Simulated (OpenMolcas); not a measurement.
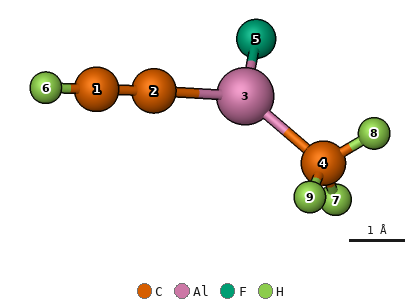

**Figure 1.** The structure (ball-and-stick view, seen at a tilt; atoms are numbered from 1 in the order of the input). Sticks mark near contacts. Bond lengths as drawn: Al–C 1.90 to 1.93 Å, Al–F 1.65 Å, C–C 1.21 Å and C–H 1.07 to 1.09 Å.

C$_{3}$H$_{4}$AlF: energy and gradient calculation (part 1 of 2)

System: C$_{3}$H$_{4}$AlF, SMILES C#[C][Al]([CH3])[F].
Method: BLYP/cc-pVDZ, RKS (OpenMolcas 26.06).

The geometry comes from this level: PBE0-D4/def2-TZVP.

**The input**
```
* C3H4AlF Kohn-Sham DFT

&GATEWAY
  BasLib
  $CurrDir
  BasisSet
  C.cc-pVDZ....
  C1 0.214800 2.769900 0.344200 angstrom
  C2 0.305500 1.631300 -0.055000 angstrom
  C4 -0.438400 -1.662200 0.274100 angstrom
  End of Basis
  BasisSet
  Al.cc-pVDZ....
  Al3 0.406600 -0.178300 -0.626600 angstrom
  End of Basis
  BasisSet
  F.cc-pVDZ....
  F5 1.286200 -0.460300 -1.993400 angstrom
  End of Basis
  BasisSet
  H.cc-pVDZ....
  H6 0.139200 3.776200 0.690400 angstrom
  H7 -1.159600 -2.156900 -0.383600 angstrom
  H8 0.298900 -2.419800 0.555700 angstrom
  H9 -0.964600 -1.346100 1.177300 angstrom
  End of Basis

&SEWARD
  GridInput
  Grid=UltraFine
  End of Grid

&SCF
  KSDFT
  BLYP
  Thresholds
  1e-10 1e-07 1e-07 1e-05
  PrOrbitals
  1 2

&ALASKA
```

Launched with:
```bash
export MOLCAS_MEM=1860
pymolcas run.inp > run.log
```

**Log**
```
--- Start Module: gateway ---

                                              &GATEWAY

                       available to each process: 1.9 GB of memory, 1 thread

 Basis Set     1 Label: C.CC-PVDZ....
 Basis set is read from library:.
 basistype.tbl is not found

 Basis Set     2 Label: AL.CC-PVDZ....
 Basis set is read from library:.
 basistype.tbl is not found

 Basis Set     3 Label: F.CC-PVDZ....
 Basis set is read from library:.
 basistype.tbl is not found

 Basis Set     4 Label: H.CC-PVDZ....
 Basis set is read from library:.
 basistype.tbl is not found

++    Symmetry information:
      ---------------------

                    Character Table for C1

                             E
                    a        1  x, y, xy, Rz, z, xz, Ry, yz, Rx, I
--

++    Basis set information:
      ----------------------

      Basis set label: C.CC-PVDZ.........

      Electronic valence basis set:
      ------------------
      Associated Effective Charge   6.000000 au
      Associated Actual Charge      6.000000 au
      Nuclear Model: Point charge

      Shell  nPrim  nBasis  Cartesian Spherical Contaminant
         s       9       3        X
         p       4       2        X
         d       1       1                 X

      Basis set label: AL.CC-PVDZ.........

      Electronic valence basis set:
      ------------------
      Associated Effective Charge  13.000000 au
      Associated Actual Charge     13.000000 au
      Nuclear Model: Point charge

      Shell  nPrim  nBasis  Cartesian Spherical Contaminant
         s      12       4        X
         p       8       3        X
         d       1       1                 X

      Basis set label: F.CC-PVDZ.........

      Electronic valence basis set:
      ------------------
      Associated Effective Charge   9.000000 au
      Associated Actual Charge      9.000000 au
      Nuclear Model: Point charge

      Shell  nPrim  nBasis  Cartesian Spherical Contaminant
         s       9       3        X
         p       4       2        X
         d       1       1                 X

      Basis set label: H.CC-PVDZ.........

      Electronic valence basis set:
      ------------------
      Associated Effective Charge   1.000000 au
      Associated Actual Charge      1.000000 au
      Nuclear Model: Point charge

      Shell  nPrim  nBasis  Cartesian Spherical Contaminant
         s       4       2        X
         p       1       1        X
--

++    Molecular structure info:
      -------------------------

                    ************************************************
                    **** Cartesian Coordinates / bohr, angstrom ****
                    ************************************************

     Center  Label                x              y              z                     x              y              z
        1      C1               0.405913       5.234352       0.650444              0.214800       2.769900       0.344200
        2      C2               0.577311       3.082710      -0.103935              0.305500       1.631300      -0.055000
        3      C4              -0.828456      -3.141103       0.517974             -0.438400      -1.662200       0.274100
        4      AL3              0.768363      -0.336938      -1.184102              0.406600      -0.178300      -0.626600
        5      F5               2.430566      -0.869841      -3.766980              1.286200      -0.460300      -1.993400
        6      H6               0.263050       7.135984       1.304667              0.139200       3.776200       0.690400
        7      H7              -2.191326      -4.075950      -0.724899             -1.159600      -2.156900      -0.383600
        8      H8               0.564839      -4.572759       1.050121              0.298900      -2.419800       0.555700
        9      H9              -1.822830      -2.543760       2.224775             -0.964600      -1.346100       1.177300

                    ***************************************
                    *    InterNuclear Distances / bohr    *
                    ***************************************

               1 C1            2 C2            3 C4            4 AL3           5 F5            6 H6
    1 C1       0.000000
    2 C2       2.286488        0.000000
    3 C4       8.466963        6.410835        0.000000
    4 AL3      5.876751        3.591275        3.648319        0.000000
    5 F5       7.802181        5.698694        5.843003        3.117397        0.000000
    6 H6       2.016090        4.302551       10.364786        7.892647        9.721777        0.000000
    7 H7       9.763143        7.700479        2.067871        4.790703        6.394942       11.655495
    8 H8       9.816539        7.741977        2.067388        4.793261        6.355863       11.715397
    9 H9       8.242867        6.545284        2.063678        4.817134        7.536213        9.944593

               7 H7            8 H8            9 H9
    7 H7       0.000000
    8 H8       3.315715        0.000000
    9 H9       3.344244        3.346283        0.000000

                    *******************************************
                    *    InterNuclear Distances / angstrom    *
                    *******************************************

               1 C1            2 C2            3 C4            4 AL3           5 F5            6 H6
    1 C1       0.000000
    2 C2       1.209957        0.000000
    3 C4       4.480524        3.392468        0.000000
    4 AL3      3.109843        1.900421        1.930607        0.000000
    5 F5       4.128736        3.015619        3.091984        1.649655        0.000000
    6 H6       1.066869        2.276812        5.484808        4.176609        5.144543        0.000000
    7 H7       5.166433        4.074918        1.094270        2.535131        3.384058        6.167822
    8 H8       5.194689        4.096878        1.094014        2.536485        3.363378        6.199521
    9 H9       4.361937        3.463615        1.092051        2.549118        3.987992        5.262452

               7 H7            8 H8            9 H9
    7 H7       0.000000
    8 H8       1.754601        0.000000
    9 H9       1.769698        1.770777        0.000000

                    **************************************
                    *    Valence Bond Angles / degree    *
                    **************************************
                          Atom centers                 Phi
                      2 C2       1 C1       6 H6       179.59
                      7 H7       3 C4       8 H8       106.61
                      7 H7       3 C4       9 H9       108.08
                      8 H8       3 C4       9 H9       108.20
--

            Nuclear Potential Energy            179.12500938 au

--- Stop Module: gateway /rc=_RC_ALL_IS_WELL_ ---

--- Start Module: seward ---

                                              &SEWARD

                       available to each process: 1.9 GB of memory, 1 thread

               SEWARD will generate:
                  Multipole Moment integrals up to order  2
                  Kinetic Energy integrals
                  Nuclear Attraction integrals (point charge)
                  One-Electron Hamiltonian integrals
                  Velocity integrals
                  Orbital angular momentum around (  0.7622   0.3768  -1.0098 )
                  Velocity quadrupole around (  0.7622   0.3768  -1.0098 )
                  Two-Electron Repulsion integrals

                   Integrals are discarded if absolute value <: 1.00E-14
                   Integral cutoff threshold is set to       <: 1.00E-16

            Nuclear Potential Energy            179.12500938 au

      Basis set specifications :
      Symmetry species         a
      Basis functions           94

--- Stop Module: seward /rc=_RC_ALL_IS_WELL_ ---
--- Module seward spent 4 seconds ---

--- Start Module: scf ---

                                                &SCF

                       available to each process: 1.9 GB of memory, 1 thread

 ###############################################################################
 ###     Minimized-density-differences option turned off!                    ###
 ###############################################################################
++    Input section:
      --------------

      Header of the integral files:

      Cartesian coordinates in angstrom:
      -----------------------------------------------------
      No.  Label        X            Y            Z
      -----------------------------------------------------
       1   C1         0.21480000   2.76990000   0.34420000
       2   C2         0.30550000   1.63130000  -0.05500000
       3   C4        -0.43840000  -1.66220000   0.27410000
       4   AL3        0.40660000  -0.17830000  -0.62660000
       5   F5         1.28620000  -0.46030000  -1.99340000
       6   H6         0.13920000   3.77620000   0.69040000
       7   H7        -1.15960000  -2.15690000  -0.38360000
       8   H8         0.29890000  -2.41980000   0.55570000
       9   H9        -0.96460000  -1.34610000   1.17730000
      -----------------------------------------------------
      Nuclear repulsion energy =  179.12500938
--

++    Orbital specifications:
      -----------------------

      Symmetry species               1
                                     a
      Frozen orbitals                0
      Occupied orbitals             22
      Secondary orbitals            72
      Deleted orbitals               0
      Total number of orbitals      94
      Number of basis functions     94
--

      Molecular charge                           0.000

      Numerical integration parameters
      --------------------------------
      Radial quadrature type:                         MHL
      Size of radial grid:                            99
      Lebedev angular grid:                           41
      Angular grid pruned with the crowding factor:  1.00E+10
                                 and fading factor:  1.00E+01
      Screening threshold for integral computation:   1.00E-11
      Radial quadrature accuracy:                     1.00E-25
      Maximum batch size:                             128
      AO values are stored on disk
      The same grid will be used for all iterations.

      DFT functional specifications
      -----------------------------
      Using Libxc version: 6.2.2
      Please cite the following reference:
      S. Lehtola, C. Steigemann, M. J.T. Oliveira, and M. A.L. Marques.,  SoftwareX 7, 1–5 (2018) doi:10.1016/j.softx.2017.11.002

      * Becke 88
        - A. D. Becke.,  Phys. Rev. A 38, 3098 (1988) doi:10.1103/PhysRevA.38.3098
      * Lee, Yang & Parr
        - C. Lee, W. Yang, and R. G. Parr.,  Phys. Rev. B 37, 785 (1988) doi:10.1103/PhysRevB.37.785
        - B. Miehlich, A. Savin, H. Stoll, and H. Preuss.,  Chem. Phys. Lett. 157, 200 (1989) doi:10.1016/0009-2614(89)87234-3

++    Optimization specifications:
      ----------------------------

      SCF Algorithm: Conventional
      D(i)-D(i-1) density differences are used
      Number of density matrices in core                 5
      Maximum number of NDDO SCF iterations            400
      Maximum number of HF SCF iterations              400
      Threshold for SCF energy change             1.00E-10
      Threshold for density matrix                1.00E-07
      Threshold for Fock matrix                   1.00E-07
      Threshold for linear dependence             1.00E-09
      Threshold at which DIIS is turned on        1.50E-01
      Maximum depth in the DIIS procedure                5
      Maximum depth in the BFGS Hessian update          30
      Threshold at which QNR/C2DIIS is turned on  7.50E-02
      Threshold for Norm(delta) (QNR/C2DIIS)      1.00E-05
      All orbitals punched on: SCFORB
--

      Input vectors read from INPORB
      Orbital file label: *Guess orbitals

++ Convergence information
                                   BLYP       iterations: Energy and convergence statistics

Iter     Tot. BLYP       One-elec.       Two-elec.     Energy      Max Dij or  Max Fij      DNorm      TNorm      AccCon     Time
         Energy          Energy          Energy        Change      Delta Norm                                                in Sec.
   1  -458.622646478 -1033.752773079   396.005117216   0.00E+00    7.65E-01*   1.23E-01*    9.33E+00   1.61E+02   None         3.
   2  -457.571803094 -1030.459330606   393.762518128   1.05E+00*   1.78E-01*   9.65E-02*    9.73E+00   1.61E+02   EDIIS        2.
   3  -458.944389525 -1037.416641178   399.347242268  -1.37E+00*   9.42E-02*   3.36E-02*    5.27E+00   1.61E+02   EDIIS        2.
   4  -458.937992128 -1034.521014310   396.458012797   6.40E-03*   7.90E-02*   1.81E-02*    1.81E+00   1.61E+02   c2DIIS       2.
   5  -458.956152912 -1035.473389498   397.392227201  -1.82E-02*   2.50E-02*   7.10E-03*    5.59E-01   1.61E+02   c2DIIS       2.
   6  -458.959175761 -1035.985363576   397.901178430  -3.02E-03*   7.66E-02*   1.07E-02*    1.89E-01   1.61E+02   QNRc2DIIS    2.
   7  -458.950604805 -1035.345965132   397.270350942   8.57E-03*   6.11E-02*   3.54E-02*    3.23E-01   1.61E+02   QNRc2DIIS    2.
   8  -458.959968370 -1035.754002660   397.669024906  -9.36E-03*   6.46E-03*   2.21E-03*    2.40E-01   1.61E+02   QNRc2DIIS    2.
   9  -458.960061418 -1035.814154514   397.729083711  -9.30E-05*   6.45E-04*   1.71E-04*    4.54E-02   1.61E+02   QNRc2DIIS    2.
  10  -458.960062015 -1035.816526541   397.731455141  -5.96E-07*   2.77E-04*   1.46E-04*    5.80E-03   1.61E+02   QNRc2DIIS    2.
  11  -458.960062171 -1035.812399767   397.727328211  -1.57E-07*   1.17E-04*   4.70E-05*    2.14E-03   1.61E+02   QNRc2DIIS    2.
  12  -458.960062177 -1035.814117991   397.729046429  -6.11E-09*   6.53E-05*   2.09E-05*    8.77E-04   1.61E+02   QNRc2DIIS    2.
  13  -458.960062187 -1035.813843036   397.728771465  -9.27E-09*   1.13E-05*   4.03E-06*    4.86E-04   1.61E+02   QNRc2DIIS    2.
  14  -458.960062187 -1035.813780200   397.728708628  -2.84E-10*   1.16E-06    2.41E-07*    1.05E-04   1.61E+02   QNRc2DIIS    2.
  15  -458.960062187 -1035.813765331   397.728693759  -2.27E-12    3.46E-07    1.14E-07*    1.30E-05   1.61E+02   QNRc2DIIS    2.
  16  -458.960062187 -1035.813770480   397.728698908   2.27E-13*   4.33E-08    9.52E-09     4.57E-06   1.61E+02   QNRc2DIIS    2.
  17  -458.960062187 -1035.813770032   397.728698461  -3.41E-13    7.27E-09    2.76E-09     4.29E-07   1.61E+02   QNRc2DIIS    2.

       Convergence after  17 Iterations
--

 *****************************************************************************************************************************
 *                                             SCF/KS-DFT Program, Final results                                             *
 *                                                       Final Results                                                       *
 *****************************************************************************************************************************
```
